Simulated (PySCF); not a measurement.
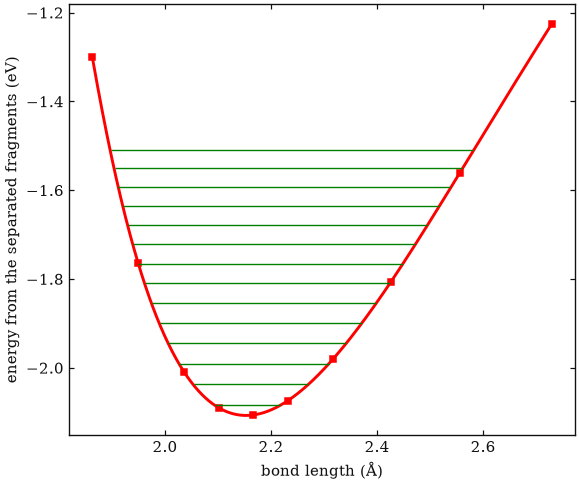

Bond curve of ZnCl, doublet (excess alpha electrons: σ +1). ωB97X/def2-TZVPPD with PySCF 2.14.0, UKS. One reference determinant with the occupation held, the lowest that a PBE0 search over spins and occupations found; no spin-orbit coupling. Zero is the separated fragments in their ground configurations, without counterpoise. 2 further points of the run are not drawn. Horizontal lines: vibrational levels from ωe and ωexe, starting at v = 0.

> What constants does a Dunham fit to the curve give (main isotopes)?

re = 2.152 Å, ωe = 380 cm⁻¹, ωexe = 1.7 cm⁻¹, De = 2.11 eV, Be = 0.161 cm⁻¹.

> How stiff is the bond?

The force constant is 1.93 mdyn/Å, which gives ωe = 380 cm⁻¹.

Caveats: lowest determinant of a PBE0 search, another state may lie lower.
